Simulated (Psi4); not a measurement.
# HF/def2-TZVP run of BSiH5 (boranylsilane)

What is the energy change on altering one bond length of BSiH5 (boranylsilane) at HF/def2-TZVP? 

Program for the calculation: Psi4 1.11.

## (1) The structure to begin with

BSiH5 has 7 atoms, charge 0, and is taken as a singlet. As SMILES, `B[SiH3]`. Geometry: relaxed at PBE0-D4/def2-TZVP.

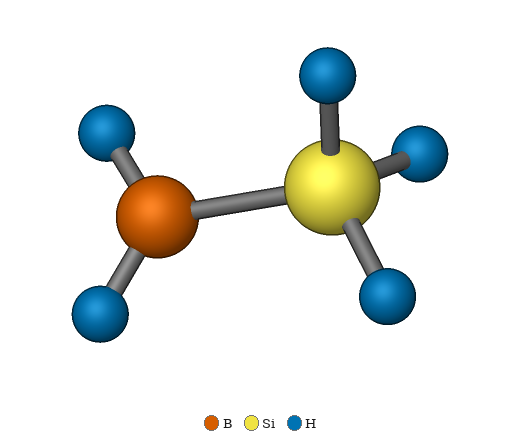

The structure, seen from a chosen angle (boron orange, silicon yellow, hydrogen blue).

## (2) Energy and forces at HF/def2-TZVP

calc.py reads:

```python
import psi4

psi4.set_memory(2200000000)
psi4.set_num_threads(1)
psi4.set_output_file('bh5si.out', False)

m = psi4.geometry("""
0 1
B     -0.08163617    -2.24688436     0.38607105
Si     0.16837460     1.48400193    -0.28062433
H     -2.12783162    -3.19477099     0.54820955
H      1.71284776    -3.59520395     0.63381414
H     -1.16407129     2.06622654    -2.69701713
H     -1.17843321     2.86614761     1.77558667
H      2.78640117     2.49217081    -0.45258941
units au
symmetry c1
no_reorient
no_com
""")

options = {'basis': 'def2-TZVP', 'reference': 'rhf', 'puream': True, 'e_convergence': 1e-09, 'd_convergence': 1e-08, 'scf_type': 'pk'}
psi4.set_options(options)

energy_value, wavefunction = psi4.gradient("scf", return_wfn=True)
print('gradient / Eh bohr^-1')
print(energy_value.np.round(6))
print(f'energy = {wavefunction.energy():.10f} Eh')
for k, v in sorted(psi4.core.scalar_variables().items()):
    print(f'{k:45s} {v:18.10f}')
```

On the command line:

```bash
python calc.py
```

bh5si.out, cut to the lines that bear on the results:

```text
[...]
  Running in c1 symmetry.
[...]
  Nuclear repulsion =   47.564448940982651
[...]
  Multiplicity = 1
[...]
  Nalpha       = 12
  Nbeta        = 12
[...]
    Number of basis functions: 98
[...]
   @RHF iter   1:  -316.45356234837885   -8.01677e-01   2.19477e-03 DIIS/ADIIS
[...]
   @RHF iter  10:  -316.50068584352255   -3.24007e-12   2.89291e-09 DIIS
[...]
    Orbital Energies [Eh]
    ---------------------
    Doubly Occupied:
       1A    -68.757312     2A     -7.616514     3A     -6.109566
       4A     -4.215797     5A     -4.215642     6A     -4.215384
       7A     -0.748073     8A     -0.654228     9A     -0.514262
      10A     -0.478726    11A     -0.466553    12A     -0.419309
[...]
  @RHF Final Energy:  -316.50068584352255
   => Energetics <=
    Nuclear Repulsion Energy =             47.5644489409826505
    One-Electron Energy =                -531.3075382950416952
    Two-Electron Energy =                 167.2424035105365192
    Total Energy =                       -316.5006858435225467
[...]
 Multipole Moments:
 ------------------------------------------------------------------------------------
     Multipole            Electronic (a.u.)      Nuclear  (a.u.)        Total (a.u.)
 ------------------------------------------------------------------------------------
 L = 1.  Multiply by 2.5417464519 to convert [e a0] to [Debye]
 Dipole X            :         -1.9489154            1.9779764            0.0290609
 Dipole Y            :        -10.3656069           10.1761752           -0.1894317
 Dipole Z            :          2.2244420           -2.1903815            0.0340605
 Magnitude           :                                                    0.1946510
[...]
  -Total Gradient:
     Atom            X                  Y                   Z
    ------   -----------------  -----------------  -----------------
       1       -0.000250151547     0.009550733170    -0.001702387440
       2        0.002076961190    -0.011388223751     0.002074886401
       3       -0.002577269379    -0.000786974172     0.000128824861
       4        0.002397202832    -0.001151202001     0.000212342003
       5       -0.002309069544     0.000589925199    -0.002777797684
       6       -0.002309558747     0.001493159541     0.002359282747
       7        0.002971885195     0.001692582012    -0.000295150890
[...]
```

On the terminal:

```text
gradient / Eh bohr^-1
[[-0.00025   0.009551 -0.001702]
 [ 0.002077 -0.011388  0.002075]
 [-0.002577 -0.000787  0.000129]
 [ 0.002397 -0.001151  0.000212]
 [-0.002309  0.00059  -0.002778]
 [-0.00231   0.001493  0.002359]
 [ 0.002972  0.001693 -0.000295]]
energy = -316.5006858435 Eh
CURRENT ENERGY                                   -316.5006858435
CURRENT REFERENCE ENERGY                         -316.5006858435
DD SOLVATION ENERGY                                 0.0000000000
HF KINETIC ENERGY                                 316.5137218814
HF POTENTIAL ENERGY                              -633.0144077249
HF TOTAL ENERGY                                  -316.5006858435
HF VIRIAL RATIO                                     1.9999588137
NUCLEAR REPULSION ENERGY                           47.5644489410
ONE-ELECTRON ENERGY                              -531.3075382950
PCM POLARIZATION ENERGY                             0.0000000000
PE ENERGY                                           0.0000000000
SCF ITERATION ENERGY                             -316.5006858435
SCF ITERATIONS                                     10.0000000000
SCF TOTAL ENERGY                                 -316.5006858435
TWO-ELECTRON ENERGY                               167.2424035105
```

Run time: 4.8 s. Hardware: 1 thread of AMD EPYC 9B45 (Zen 5), shared host; peak memory 0.38 GiB.

## (3) The distorted shape, same level

job.dat reads:

```
memory 2200 MB

molecule {
  B     -0.251045    -1.269038     0.217952
  Si    -0.118745     0.705262    -0.134848
  H     -1.333845    -1.770638     0.303752
  H      0.698555    -1.982538     0.349052
  H     -0.823845     1.013362    -1.413548
  H     -0.831445     1.436662     0.953252
  H      1.474500     1.318800    -0.239500
  units angstrom
  symmetry c1
}

set globals {
  basis         def2-TZVP
  reference     rhf
  puream        true
  e_convergence 1e-09
  d_convergence 1e-08
  scf_type      pk
}

e, wfn = gradient('scf', return_wfn=True)
```

On the command line:

```bash
psi4 job.dat job.out -n 1
```

job.out, cut to the lines that bear on the results:

```text
[...]
  Running in c1 symmetry.
[...]
  Nuclear repulsion =   46.820991826101640
[...]
  Multiplicity = 1
[...]
  Nalpha       = 12
  Nbeta        = 12
[...]
    Number of basis functions: 98
[...]
   @RHF iter   1:  -316.43937020894282   -8.62112e-01   2.17106e-03 DIIS/ADIIS
[...]
   @RHF iter  10:  -316.48684829324020   -2.16005e-12   2.61810e-09 DIIS
[...]
    Orbital Energies [Eh]
    ---------------------
    Doubly Occupied:
       1A    -68.775496     2A     -7.620782     3A     -6.124163
       4A     -4.230638     5A     -4.230393     6A     -4.229701
       7A     -0.745652     8A     -0.650562     9A     -0.512247
      10A     -0.483368    11A     -0.443953    12A     -0.420161
[...]
  @RHF Final Energy:  -316.48684829324020
   => Energetics <=
    Nuclear Repulsion Energy =             46.8209918261016398
    One-Electron Energy =                -529.6814491368403424
    Two-Electron Energy =                 166.3736090174984952
    Total Energy =                       -316.4868482932402003
[...]
 Multipole Moments:
 ------------------------------------------------------------------------------------
     Multipole            Electronic (a.u.)      Nuclear  (a.u.)        Total (a.u.)
 ------------------------------------------------------------------------------------
 L = 1.  Multiply by 2.5417464519 to convert [e a0] to [Debye]
 Dipole X            :         -0.1860020            0.0610800           -0.1249220
 Dipole Y            :         -1.0108838            0.7475937           -0.2632901
 Dipole Z            :          0.1804466           -0.1336723            0.0467742
 Magnitude           :                                                    0.2951526
[...]
  -Total Gradient:
     Atom            X                  Y                   Z
    ------   -----------------  -----------------  -----------------
       1       -0.002332184067     0.009768583720    -0.001748257814
       2       -0.040158096775    -0.027744455587     0.004865606972
       3       -0.002331550937    -0.001487601803     0.000255055163
       4        0.002719759762    -0.001436125105     0.000264360013
       5       -0.003960602895     0.000103397626    -0.003247248228
       6       -0.003964466529     0.001197504815     0.002957811523
       7        0.050027141440     0.019598696335    -0.003347327629
[...]
```

Run time: 4.5 s. Hardware: 1 thread of AMD EPYC 9B45 (Zen 5), shared host; peak memory 0.38 GiB.

## (4) What came out

At HF/def2-TZVP:

```
                                                          quantity          value
                                         first shape: total energy  -316.50069 Eh
                                        first shape: dipole moment         0.49 D
                                          first shape: HOMO energy      -11.41 eV
                                          first shape: LUMO energy        1.06 eV
                                        first shape: HOMO–LUMO gap       12.47 eV
                             first shape: largest force on an atom     0.605 eV/Å
                                     distorted shape: total energy  -316.48685 Eh
                                    distorted shape: dipole moment         0.75 D
                                      distorted shape: HOMO energy      -11.43 eV
                                      distorted shape: LUMO energy        0.99 eV
                                    distorted shape: HOMO–LUMO gap       12.42 eV
                         distorted shape: largest force on an atom     2.768 eV/Å
energy change with the Si2–H7 bond stretched from 1.487 to 1.711 Å       0.377 eV
```

**Reading.** With the Si2–H7 bond stretched from 1.487 to 1.711 Å the energy rises by 0.38 eV (36.3 kJ/mol). The first shape isn't relaxed at this level, so the change isn't measured from a minimum. The largest force (first shape) is 0.60 eV/Å: the shape isn't a stationary point for this species at this level.
